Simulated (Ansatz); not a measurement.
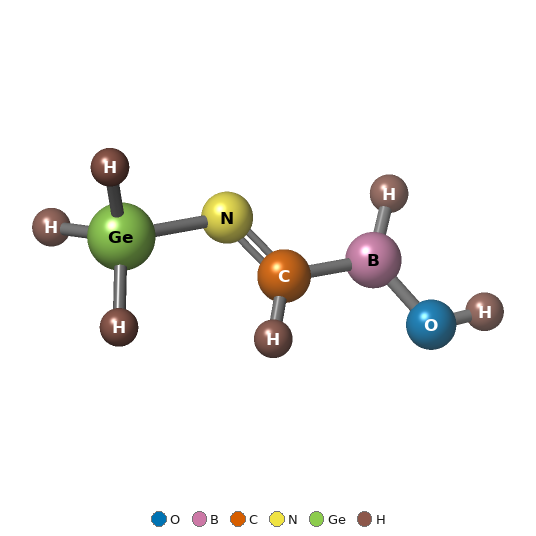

Ball-and-stick drawing of a structure.

The computed structure is the end point of a PBE0-D4/def2-TZVP optimisation. No frequency run is at hand to confirm it as a minimum.

**Count the atoms of each element.**

CH6BGeNO, 11 atoms: 1 carbon, 6 hydrogen, 1 boron, 1 germanium, 1 nitrogen and 1 oxygen.

**Write the SMILES.**

OB/C=[N]/[GeH3]

**Name functional groups in it.**

Among them: imine, B–H bond.

**How many bonds of each kind are drawn?**

3 Ge–H, 1 B–O, 1 C–B, 1 C–N, 1 Ge–N, 1 O–H, 1 B–H, 1 C–H.

The parts below concern this one geometry. Atoms keep their numbers from picture to picture.

### Geometry

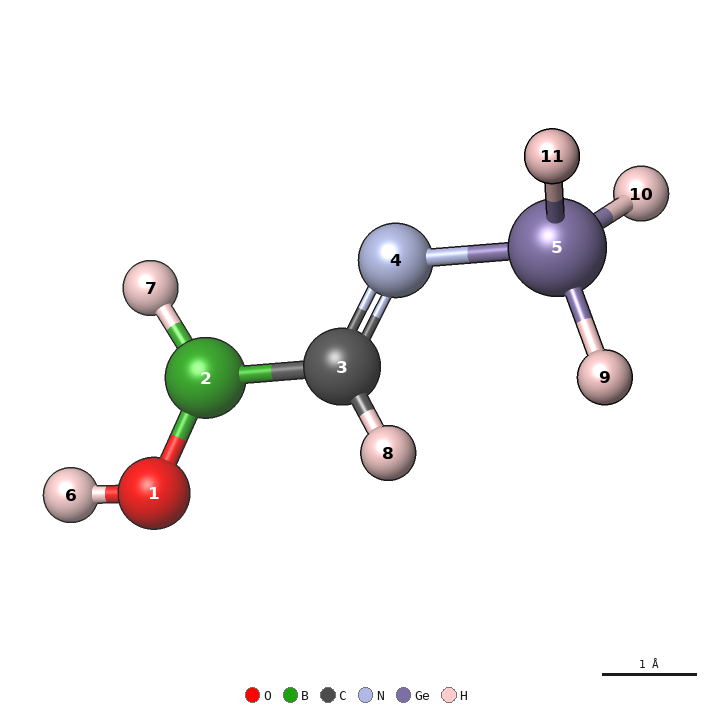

No frequency run is at hand to confirm it as a minimum.

Which atoms are bonded, and how long are the bonds?

```csv
bond,length (Å)
O1–B2,1.351
O1–H6,0.960
B2–C3,1.575
B2–H7,1.199
C3–N4,1.272
C3–H8,1.108
N4–Ge5,1.866
Ge5–H9,1.546
Ge5–H10,1.535
Ge5–H11,1.535
```

### Charges

The questions are on Mulliken charges. No frequency run is at hand to confirm it as a minimum. Properties computed with RKS PBE-D4/def2-TZVPP (Ansatz 0.2.0).

**Which atom carries the highest charge (most positive or least negative)?**

Ge5, H6 (0.21 e).

**And the lowest?**

N4 (−0.23 e).

List the Mulliken charges.

```
atom  value (e)
  O1      −0.22
  B2       0.11
  C3      −0.07
  N4      −0.23
 Ge5       0.21
  H6       0.21
  H7      −0.03
  H8       0.07
  H9      −0.04
 H10      −0.01
 H11      −0.01
```

### Dipole moment

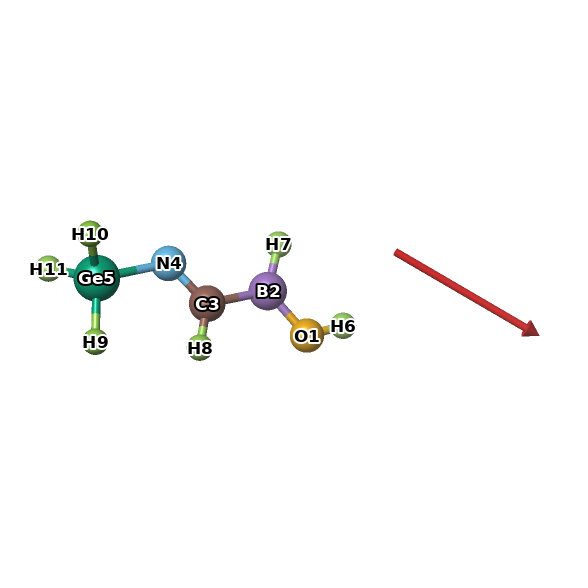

The arrow beside the molecule shows the direction of the dipole moment, from the negative to the positive end (its length means nothing). No frequency run is at hand to confirm it as a minimum. Properties computed with RKS r2SCAN-D4/def2-TZVPP (Ansatz 0.2.0).

**Estimate the dipole moment.**

1.55 D; it points from the side of H10, H11 to the side of H6 (the outermost atoms at the two ends).

### Levels of theory compared

No frequency run is at hand to confirm it as a minimum. Program: Ansatz 0.2.0.

At this fixed geometry, give HOMO energy (eV), HOMO–LUMO gap (eV) at these levels: B3LYP-D4/def2-TZVPP; PBE-D4/def2-TZVPP; PBE0-D4/def2-TZVPP; r2SCAN-D4/def2-TZVPP; ωB97M-V/def2-TZVPP; ωB97X-V/def2-TZVPP.

```json
{"level": "B3LYP-D4/def2-TZVPP", "HOMO energy (eV)": "−6.55", "HOMO–LUMO gap (eV)": "4.59"}
{"level": "PBE-D4/def2-TZVPP", "HOMO energy (eV)": "−5.41", "HOMO–LUMO gap (eV)": "2.63"}
{"level": "PBE0-D4/def2-TZVPP", "HOMO energy (eV)": "−6.75", "HOMO–LUMO gap (eV)": "5.01"}
{"level": "r2SCAN-D4/def2-TZVPP", "HOMO energy (eV)": "−5.66", "HOMO–LUMO gap (eV)": "3.06"}
{"level": "ωB97M-V/def2-TZVPP", "HOMO energy (eV)": "−9.03", "HOMO–LUMO gap (eV)": "9.46"}
{"level": "ωB97X-V/def2-TZVPP", "HOMO energy (eV)": "−9.12", "HOMO–LUMO gap (eV)": "9.68"}
```

Mulliken values depend strongly on the basis set and can even reverse the polarity of a bond.
